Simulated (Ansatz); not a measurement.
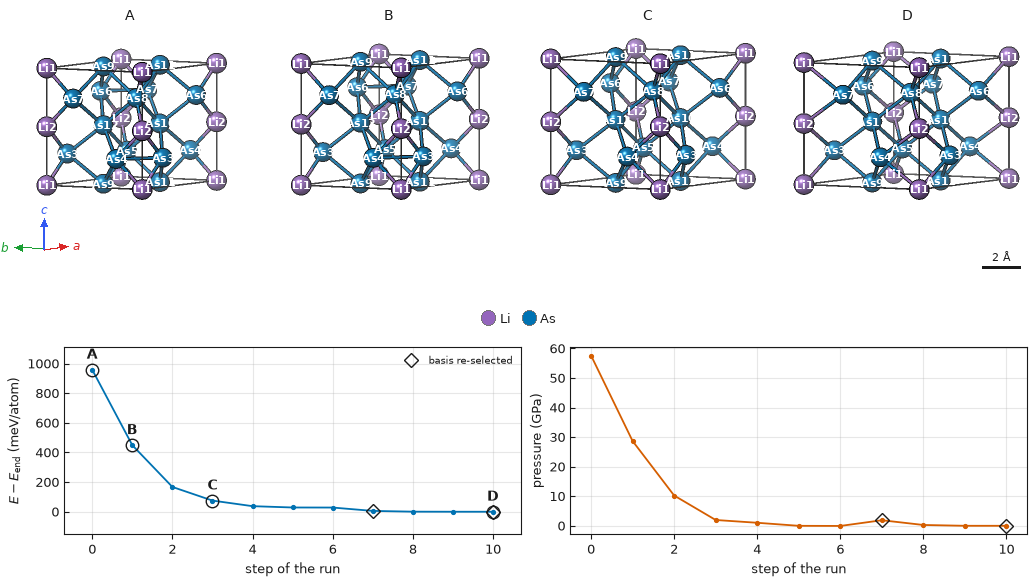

Frames of a relaxation of solid LiAs₅ (a generated structure, set up in P6_3/mcm) (coarse preliminary run), marked on the history of the run. A ball-and-stick model of the cell of the calculation, seen from a free direction.

Theory: DFT PBE, scalar-relativistic, plane waves, PAW (Ansatz). Set-up: plane-wave cutoff 420 eV; k-point mesh 6 × 6 × 4; occupations gaussian; smearing width 0.1 eV; no spin polarisation; cell and atoms relaxed; force threshold 0.04 eV/Å; at most 70 steps.

> What happens along the run?

The largest moves relative to the cell, 0.41 Å, are those of As3, As4, As5, As6, As7 and As8. As6 goes along −a. Li stays in place. The drawn cell changes as follows: a = b 5.352 → 6.464 Å (+20.8 %), c 6.316 → 6.569 Å (+4.0 %); the volume changes by +51.7 %. Some distances before and after: As3–As4 2.546 → 3.784 Å, As10–As12 3.090 → 3.732 Å, Li1–As3 2.157 → 2.733 Å, As3–As10 2.517 → 2.697 Å. Among the angles between lasting bonds that change: Li1–As8–Li2 94.1° → 73.9°, As3–Li1–As7 107.7° → 92.4°, As3–Li1–As4 72.3° → 87.6°. The space group stays P6_3/mcm (No. 193). The energy falls by 959 meV per atom in 8 accepted moves (10 points after the start). Largest force component: 2.6 eV/Å at the start, 0.0049 eV/Å at the end. Pressure: 57.61 GPa at the start and −0.01 GPa at the end. The SCF was repeated twice at an unchanged geometry on a basis and grid sized afresh for the cell, which shifted the energy by 22.7 meV per atom at most. Cost: 7 min on 1 thread of Intel(R) Xeon(R) Processor @ 2.50GHz (Skylake/Cascade Lake) (shared host), peak memory 0.71 GiB. From step 0 to 1: As atoms move most (0.03 Å), volume +14.1 %, energy −509 meV per atom. From step 1 to 3: As atoms move most (0.13 Å), volume +23.7 %, energy −374 meV per atom. From step 3 to 10: As atoms move most (0.24 Å), volume +7.4 %, energy −75.3 meV per atom.
